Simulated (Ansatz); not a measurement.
**CH₅AlN (charge −1): geometry relaxation**

- system: CH₅AlN, charge −1
- method: RKS PBE0-D4/def2-TZVPD (Ansatz 0.2.0)

Figures and captions count atoms from 1; the log counts them from 0 in places.

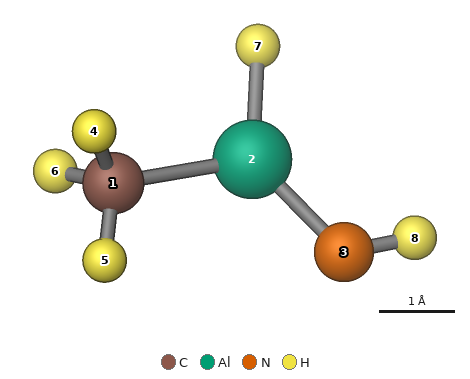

*The structure as given in the input (ball-and-stick view, seen at a tilt; atoms are numbered from 1 in the order of the input). Sticks mark near contacts.*

Bond lengths as drawn: Al–C 2.02 Å, Al–H 1.66 Å, Al–N 1.76 Å, C–H 1.11 Å and H–N 1.03 Å.

## Results in brief

```tsv
quantity	value
outcome	converged
total energy	−9200.9551 eV
mean-field energy	−9200.8382 eV
dispersion energy	−0.1169 eV
SCF solution under orbital rotations	stable
largest force (length of the vector) at the end	0.003 eV/Å
hardware	2 threads of Intel Xeon @ 2.50GHz, 11 GiB of memory available, shared host
wall time	34 s (CPU time 65 s)
peak memory	0.32 GiB
```

## Input
```yaml
crystal:
  periodic: [false, false, false]
  atoms:
    - {symbol: C, position_ang: [-0.903871, 0.988271, -0.661796]}
    - {symbol: Al, position_ang: [0.741077, 0.062268, 0.045073]}
    - {symbol: N, position_ang: [0.714884, -0.695685, 1.628294]}
    - {symbol: H, position_ang: [-0.741633, 2.083267, -0.791704]}
    - {symbol: H, position_ang: [-1.767694, 0.860808, 0.026974]}
    - {symbol: H, position_ang: [-1.209705, 0.605613, -1.662680]}
    - {symbol: H, position_ang: [1.955939, 0.183122, -1.083069]}
    - {symbol: H, position_ang: [1.573009, -1.156494, 1.968493]}
basis:
  gaussian: {orbitals: def2-TZVPD}
total_charge: -1
hamiltonian: {xc: pbe0, dispersion: d4}
relax: {f_tol: 0.005, max_steps: 200}
```

Run as:
```bash
ansatz run in.yaml --threads 2 --pin off --events-out ev --progress --plain --max-ram 4352MiB
```

## Log
```
Functional definition: PBE0
  name "PBE0"
  cite "Adamo & Barone, J. Chem. Phys. 110, 6158 (1999) doi:10.1063/1.478522"
  cite "Perdew, Burke & Ernzerhof, Phys. Rev. Lett. 77, 3865 (1996) doi:10.1103/PhysRevLett.77.3865"
  parent pbe
  parameter a = 0.25
  parameter kappa = 0.804
  parameter beta = 0.06672455060314922
  exchange = (1 - a)*pbe_x(kappa = kappa, mu = beta*pi^2/3) + a*exact_x
  correlation = pbe_c(beta = beta)
902 factors; their error is unknown
mean field evaluation 1: about -9193.9867 eV, gradient 5.4e1 eV
mean field evaluation 2: about -9124.8246 eV, gradient 1.3e2 eV
mean field evaluation 4: about -9200.4028 eV, gradient 1.1e1 eV
mean field evaluation 8: about -9200.8005 eV, gradient 2.2e-1 eV
mean field evaluation 16: about -9200.8081 eV, gradient 1.0e-4 eV
mean field -9200.80812500 eV, -338.1234620621 hartree, gradient 1.0e-5 eV, S^2 0.000000; 0 other end points of the search recorded, 0 dependent functions left out
the calculation of the forces begins
reference -9200.80816846 eV, -338.1234636592 hartree; 16, 16 occupied and 146, 146 virtual orbitals, 902 factors
relax step   1: F+E_penalty+E_count = -9200.92422508 eV  Δ(F+E_penalty+E_count) = +0.000e0 eV  max|allowed force component| = 4.915e-1 eV/Å  Δτ_max = 0.0000 Å  (28 SCF iters, accepted)
these checks for a lower state are left out or cut short: starts, cluster_reference, orbital_swaps, neighbouring_geometries, increment
902 factors; their error is unknown
mean field -9200.83371606 eV, -338.1244025162 hartree, gradient 2.6e-5 eV, S^2 0.000000; 0 other end points of the search recorded, 0 dependent functions left out
the calculation of the forces begins
reference -9200.83375954 eV, -338.1244041139 hartree; 16, 16 occupied and 146, 146 virtual orbitals, 902 factors
relax step   2: F+E_penalty+E_count = -9200.95029530 eV  Δ(F+E_penalty+E_count) = -2.607e-2 eV  max|allowed force component| = 2.770e-1 eV/Å  Δτ_max = 0.0284 Å  (32 SCF iters, accepted)
these checks for a lower state are left out or cut short: starts, cluster_reference, orbital_swaps, neighbouring_geometries, increment
902 factors; their error is unknown
mean field evaluation 32: about -9200.8374 eV, gradient 2.5e-5 eV
mean field -9200.83740274 eV, -338.1245379990 hartree, gradient 2.5e-5 eV, S^2 0.000000; 0 other end points of the search recorded, 0 dependent functions left out
the calculation of the forces begins
reference -9200.83744627 eV, -338.1245395987 hartree; 16, 16 occupied and 146, 146 virtual orbitals, 902 factors
relax step   3: F+E_penalty+E_count = -9200.95427813 eV  Δ(F+E_penalty+E_count) = -3.983e-3 eV  max|allowed force component| = 3.807e-2 eV/Å  Δτ_max = 0.0134 Å  (32 SCF iters, accepted)
these checks for a lower state are left out or cut short: starts, cluster_reference, orbital_swaps, neighbouring_geometries, increment
902 factors; their error is unknown
mean field -9200.83774095 eV, -338.1245504281 hartree, gradient 2.4e-5 eV, S^2 0.000000; 0 other end points of the search recorded, 0 dependent functions left out
the calculation of the forces begins
reference -9200.83778444 eV, -338.1245520262 hartree; 16, 16 occupied and 146, 146 virtual orbitals, 902 factors
relax step   4: F+E_penalty+E_count = -9200.95467185 eV  Δ(F+E_penalty+E_count) = -3.937e-4 eV  max|allowed force component| = 5.019e-2 eV/Å  Δτ_max = 0.0134 Å  (32 SCF iters, accepted)
these checks for a lower state are left out or cut short: starts, cluster_reference, orbital_swaps, neighbouring_geometries, increment
902 factors; their error is unknown
mean field -9200.83762213 eV, -338.1245460617 hartree, gradient 2.6e-5 eV, S^2 0.000000; 0 other end points of the search recorded, 0 dependent functions left out
the calculation of the forces begins
reference -9200.83766560 eV, -338.1245476592 hartree; 16, 16 occupied and 146, 146 virtual orbitals, 902 factors
relax step   5: F+E_penalty+E_count = -9200.95456477 eV  Δ(F+E_penalty+E_count) = +1.071e-4 eV  max|allowed force component| = 4.981e-2 eV/Å  Δτ_max = 0.0254 Å  (31 SCF iters, rejected (line search))
these checks for a lower state are left out or cut short: starts, cluster_reference, orbital_swaps, neighbouring_geometries, increment
902 factors; their error is unknown
mean field -9200.83804623 eV, -338.1245616468 hartree, gradient 2.5e-5 eV, S^2 0.000000; 0 other end points of the search recorded, 0 dependent functions left out
the calculation of the forces begins
reference -9200.83808969 eV, -338.1245632442 hartree; 16, 16 occupied and 146, 146 virtual orbitals, 902 factors
relax step   6: F+E_penalty+E_count = -9200.95498909 eV  Δ(F+E_penalty+E_count) = -3.172e-4 eV  max|allowed force component| = 4.003e-3 eV/Å  Δτ_max = 0.0127 Å  (32 SCF iters, accepted)
these checks for a lower state are left out or cut short: starts, cluster_reference, orbital_swaps, neighbouring_geometries, increment
902 factors; their error is unknown
mean field -9200.83808475 eV, -338.1245630626 hartree, gradient 2.4e-5 eV, S^2 0.000000; 0 other end points of the search recorded, 0 dependent functions left out
the calculation of the forces begins
reference -9200.83812821 eV, -338.1245646597 hartree; 16, 16 occupied and 146, 146 virtual orbitals, 902 factors
relax step   7: F+E_penalty+E_count = -9200.95502415 eV  Δ(F+E_penalty+E_count) = -3.506e-5 eV  max|allowed force component| = 6.178e-3 eV/Å  Δτ_max = 0.0078 Å  (32 SCF iters, accepted)
these checks for a lower state are left out or cut short: starts, cluster_reference, orbital_swaps, neighbouring_geometries, increment
902 factors; their error is unknown
mean field evaluation 64: about -9200.8381 eV, gradient 8.1e-5 eV
mean field -9200.83810688 eV, -338.1245638757 hartree, gradient 2.4e-5 eV, S^2 0.000000; 0 other end points of the search recorded, 0 dependent functions left out
the calculation of the forces begins
reference -9200.83815034 eV, -338.1245654728 hartree; 16, 16 occupied and 146, 146 virtual orbitals, 902 factors
relax step   8: F+E_penalty+E_count = -9200.95504136 eV  Δ(F+E_penalty+E_count) = -1.721e-5 eV  max|allowed force component| = 9.174e-3 eV/Å  Δτ_max = 0.0072 Å  (32 SCF iters, accepted)
these checks for a lower state are left out or cut short: starts, cluster_reference, orbital_swaps, neighbouring_geometries, increment
902 factors; their error is unknown
mean field -9200.83813253 eV, -338.1245648184 hartree, gradient 2.4e-5 eV, S^2 0.000000; 0 other end points of the search recorded, 0 dependent functions left out
the calculation of the forces begins
reference -9200.83817599 eV, -338.1245664155 hartree; 16, 16 occupied and 146, 146 virtual orbitals, 902 factors
relax step   9: F+E_penalty+E_count = -9200.95506352 eV  Δ(F+E_penalty+E_count) = -2.216e-5 eV  max|allowed force component| = 6.415e-3 eV/Å  Δτ_max = 0.0096 Å  (33 SCF iters, accepted)
these checks for a lower state are left out or cut short: starts, cluster_reference, orbital_swaps, neighbouring_geometries, increment
902 factors; their error is unknown
mean field -9200.83814495 eV, -338.1245652747 hartree, gradient 2.4e-5 eV, S^2 0.000000; 0 other end points of the search recorded, 0 dependent functions left out
the calculation of the forces begins
reference -9200.83818841 eV, -338.1245668720 hartree; 16, 16 occupied and 146, 146 virtual orbitals, 902 factors
relax step  10: F+E_penalty+E_count = -9200.95507281 eV  Δ(F+E_penalty+E_count) = -9.293e-6 eV  max|allowed force component| = 5.376e-3 eV/Å  Δτ_max = 0.0038 Å  (33 SCF iters, accepted)
these checks for a lower state are left out or cut short: starts, cluster_reference, orbital_swaps, neighbouring_geometries, increment
902 factors; their error is unknown
mean field -9200.83814489 eV, -338.1245652728 hartree, gradient 2.1e-5 eV, S^2 0.000000; 0 other end points of the search recorded, 0 dependent functions left out
the calculation of the forces begins
reference -9200.83818836 eV, -338.1245668701 hartree; 16, 16 occupied and 146, 146 virtual orbitals, 902 factors
relax step  11: F+E_penalty+E_count = -9200.95507460 eV  Δ(F+E_penalty+E_count) = -1.786e-6 eV  max|allowed force component| = 2.725e-3 eV/Å  Δτ_max = 0.0012 Å  (23 SCF iters, accepted)
902 factors; their error is unknown
mean field evaluation 96: about -9200.8285 eV, gradient 1.9e-1 eV
```

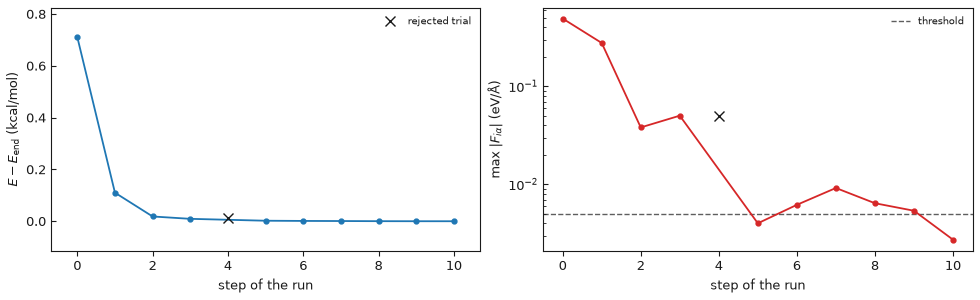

*Progress of the relaxation, step by step (the first geometry is step 0 here and step 1 in the log).*

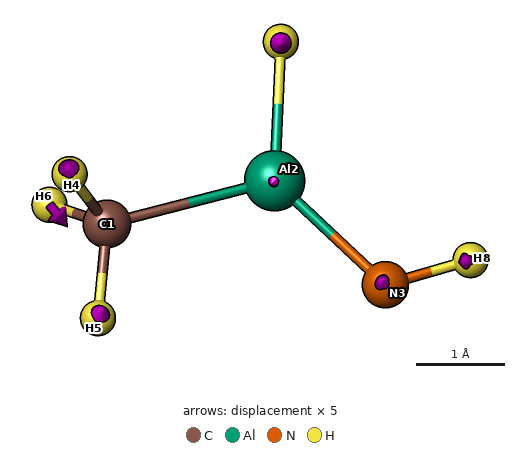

*The starting structure with the displacements as pink arrows, magnified 5 times (ball-and-stick view, seen at a tilt). The two geometries are laid on each other by the best rigid fit.*

The largest move after the best rigid fit is that of H6, 0.070 Å. Largest moves by element: H 0.070 Å, N 0.040 Å, Al 0.019 Å, C 0.006 Å. Distances before and after: Al2–N3 1.755 → 1.727 Å, C1–Al2 2.016 → 1.999 Å, C1–H4 1.115 → 1.098 Å, N3–H8 1.032 → 1.017 Å. Over 10 geometry steps the energy falls by 0.71 kcal/mol. The largest force component goes from 0.49 to 0.0027 eV/Å. The line search rejected the trial step at point 4 (counted from 0) and went back. (Atoms are counted from 1 in the order of the input.)

```
mean field -9200.83814489 eV, -338.1245652728 hartree, gradient 2.2e-5 eV, S^2 0.000000; 1 other end points of the search recorded, 0 dependent functions left out
the calculation of the forces begins
reference -9200.83818836 eV, -338.1245668701 hartree; 16, 16 occupied and 146, 146 virtual orbitals, 902 factors
Total energy: -9200.95511807 eV, -338.1288639576 hartree
Atom 0 at    -0.901714     0.986263    -0.656689 Å, force    -0.000804     0.001671    -0.001513 eV/Å
Atom 1 at     0.730893     0.076413     0.052628 Å, force    -0.001065     0.000378    -0.000265 eV/Å
Atom 2 at     0.711059    -0.708771     1.590588 Å, force    -0.001018     0.000799    -0.001354 eV/Å
Atom 3 at    -0.721226     2.053252    -0.842521 Å, force    -0.000494    -0.002725     0.000485 eV/Å
Atom 4 at    -1.737616     0.902551     0.046038 Å, force     0.001147    -0.000003    -0.000762 eV/Å
Atom 5 at    -1.220525     0.555427    -1.614957 Å, force     0.000735     0.000823     0.002183 eV/Å
Atom 6 at     1.952607     0.233940    -1.044899 Å, force     0.000189    -0.000135     0.000143 eV/Å
Atom 7 at     1.548528    -1.167906     1.939398 Å, force     0.001310    -0.000807     0.001084 eV/Å
Dipole moment:    -0.263932     0.373217    -0.553949 e Å
```

## Trajectory as extended XYZ (Å, eV, eV/Å), 11 frames, from step=1 to step=11
```
8
Properties=species:S:1:pos:R:3:forces:R:3 step=1 energy=-9200.92423
C    -0.9039    0.9883   -0.6618   -0.3253   0.1839  -0.1293
Al    0.7411    0.0623    0.0451   -0.0881  -0.1927   0.4658
N     0.7149   -0.6957    1.6283    0.4429   0.0582  -0.4374
H    -0.7416    2.0833   -0.7917   -0.0526  -0.4915   0.0666
H    -1.7677    0.8608    0.0270    0.4132   0.0518  -0.3151
H    -1.2097    0.6056   -1.6627    0.1504   0.1514   0.4565
H     1.9559    0.1831   -1.0831   -0.1009  -0.0163   0.1121
H     1.5730   -1.1565    1.9685   -0.4396   0.2552  -0.2192
8
Properties=species:S:1:pos:R:3:forces:R:3 step=2 energy=-9200.95030
C    -0.9015    0.9865   -0.6584   -0.1114   0.0751  -0.0566
Al    0.7330    0.0676    0.0487   -0.0810  -0.1134   0.2770
N     0.7123   -0.6909    1.6162    0.1536   0.0694  -0.2603
H    -0.7353    2.0684   -0.7948   -0.0095  -0.1531   0.0212
H    -1.7554    0.8659    0.0248    0.1309   0.0085  -0.0865
H    -1.2015    0.5968   -1.6455    0.0519   0.0421   0.1408
H     1.9446    0.1857   -1.0635   -0.0007  -0.0003   0.0095
H     1.5658   -1.1489    1.9421   -0.1339   0.0716  -0.0450
8
Properties=species:S:1:pos:R:3:forces:R:3 step=3 energy=-9200.95428
C    -0.9015    0.9867   -0.6575   -0.0051   0.0015  -0.0077
Al    0.7249    0.0665    0.0520   -0.0202  -0.0021   0.0272
N     0.7094   -0.6961    1.6044    0.0381   0.0175  -0.0335
H    -0.7291    2.0618   -0.7979    0.0070   0.0005   0.0002
H    -1.7488    0.8702    0.0263   -0.0071  -0.0005   0.0067
H    -1.1990    0.5915   -1.6374   -0.0020  -0.0052  -0.0038
H     1.9411    0.1893   -1.0537    0.0102   0.0045  -0.0075
H     1.5650   -1.1388    1.9332   -0.0207  -0.0162   0.0185
8
Properties=species:S:1:pos:R:3:forces:R:3 step=4 energy=-9200.95467
C    -0.9016    0.9863   -0.6566    0.0119  -0.0090  -0.0026
Al    0.7279    0.0686    0.0484   -0.0156  -0.0100   0.0403
N     0.7116   -0.6969    1.5983   -0.0349   0.0491  -0.0502
H    -0.7276    2.0600   -0.8025    0.0031   0.0145  -0.0032
H    -1.7460    0.8730    0.0308   -0.0107  -0.0004   0.0114
H    -1.2018    0.5862   -1.6331   -0.0090  -0.0059  -0.0172
H     1.9431    0.1977   -1.0579    0.0083   0.0047  -0.0079
H     1.5564   -1.1438    1.9421    0.0468  -0.0431   0.0295
8
Properties=species:S:1:pos:R:3:forces:R:3 step=5 energy=-9200.95457 accepted=F
C    -0.9018    0.9857   -0.6581    0.0110   0.0004   0.0134
Al    0.7290    0.0740    0.0520    0.0113   0.0104  -0.0254
N     0.7192   -0.6858    1.6017    0.0071  -0.0498   0.0170
H    -0.7267    2.0575   -0.8165   -0.0014   0.0135  -0.0041
H    -1.7427    0.8804    0.0351   -0.0165   0.0034   0.0056
H    -1.2075    0.5753   -1.6290    0.0005  -0.0071  -0.0034
H     1.9437    0.2120   -1.0556    0.0029  -0.0050  -0.0037
H     1.5487   -1.1679    1.9400   -0.0148   0.0342   0.0006
8
Properties=species:S:1:pos:R:3:forces:R:3 step=6 energy=-9200.95499
C    -0.9015    0.9861   -0.6569    0.0002  -0.0006  -0.0004
Al    0.7296    0.0718    0.0495   -0.0006  -0.0015   0.0040
N     0.7137   -0.6972    1.5958    0.0022   0.0013  -0.0021
H    -0.7263    2.0585   -0.8143    0.0002   0.0013  -0.0017
H    -1.7432    0.8808    0.0358   -0.0013   0.0015   0.0008
H    -1.2078    0.5770   -1.6285   -0.0012  -0.0012  -0.0011
H     1.9457    0.2095   -1.0566    0.0010   0.0017  -0.0005
H     1.5517   -1.1553    1.9448   -0.0003  -0.0025   0.0010
8
Properties=species:S:1:pos:R:3:forces:R:3 step=7 energy=-9200.95502
C    -0.9015    0.9861   -0.6568   -0.0025   0.0016   0.0002
Al    0.7300    0.0727    0.0501    0.0035   0.0042  -0.0021
N     0.7144   -0.6993    1.5944    0.0014  -0.0062   0.0048
H    -0.7251    2.0572   -0.8219    0.0014  -0.0019  -0.0006
H    -1.7419    0.8867    0.0384    0.0005   0.0002  -0.0009
H    -1.2109    0.5713   -1.6251   -0.0006  -0.0008   0.0015
H     1.9469    0.2170   -1.0548   -0.0004  -0.0007   0.0009
H     1.5500   -1.1604    1.9453   -0.0034   0.0036  -0.0037
8
Properties=species:S:1:pos:R:3:forces:R:3 step=8 energy=-9200.95504
C    -0.9019    0.9862   -0.6567   -0.0013   0.0031  -0.0007
Al    0.7306    0.0751    0.0514    0.0029  -0.0024  -0.0071
N     0.7142   -0.7020    1.5930    0.0015  -0.0072   0.0092
H    -0.7238    2.0560   -0.8288   -0.0018  -0.0034  -0.0004
H    -1.7413    0.8920    0.0406    0.0034   0.0011  -0.0012
H    -1.2138    0.5657   -1.6218    0.0017   0.0008   0.0037
H     1.9487    0.2223   -1.0519   -0.0017   0.0017   0.0015
H     1.5493   -1.1641    1.9438   -0.0046   0.0064  -0.0049
8
Properties=species:S:1:pos:R:3:forces:R:3 step=9 energy=-9200.95506
C    -0.9019    0.9861   -0.6567   -0.0019   0.0029  -0.0016
Al    0.7307    0.0756    0.0522    0.0017   0.0024  -0.0050
N     0.7128   -0.7062    1.5915    0.0001  -0.0052   0.0048
H    -0.7214    2.0541   -0.8377   -0.0023  -0.0064   0.0004
H    -1.7393    0.8992    0.0440    0.0040   0.0006  -0.0032
H    -1.2181    0.5588   -1.6175    0.0016   0.0026   0.0059
H     1.9506    0.2308   -1.0480   -0.0009  -0.0009   0.0016
H     1.5487   -1.1673    1.9418   -0.0022   0.0041  -0.0030
8
Properties=species:S:1:pos:R:3:forces:R:3 step=10 energy=-9200.95507
C    -0.9019    0.9862   -0.6567   -0.0013   0.0026  -0.0024
Al    0.7307    0.0761    0.0525    0.0003   0.0012  -0.0016
N     0.7117   -0.7084    1.5908   -0.0012  -0.0007   0.0007
H    -0.7211    2.0534   -0.8415   -0.0014  -0.0054   0.0008
H    -1.7383    0.9020    0.0455    0.0028   0.0000  -0.0024
H    -1.2200    0.5562   -1.6157    0.0011   0.0020   0.0048
H     1.9521    0.2333   -1.0456   -0.0006  -0.0003   0.0005
H     1.5487   -1.1678    1.9402    0.0002   0.0005  -0.0005
8
Properties=species:S:1:pos:R:3:forces:R:3 step=11 energy=-9200.95507
C    -0.9017    0.9863   -0.6567   -0.0008   0.0017  -0.0015
Al    0.7309    0.0764    0.0526   -0.0011   0.0004  -0.0003
N     0.7111   -0.7088    1.5906   -0.0010   0.0008  -0.0014
H    -0.7212    2.0533   -0.8425   -0.0005  -0.0027   0.0005
H    -1.7376    0.9026    0.0460    0.0011   0.0000  -0.0008
H    -1.2205    0.5554   -1.6150    0.0007   0.0008   0.0022
H     1.9526    0.2339   -1.0449    0.0002  -0.0001   0.0001
H     1.5485   -1.1679    1.9394    0.0013  -0.0008   0.0011
```
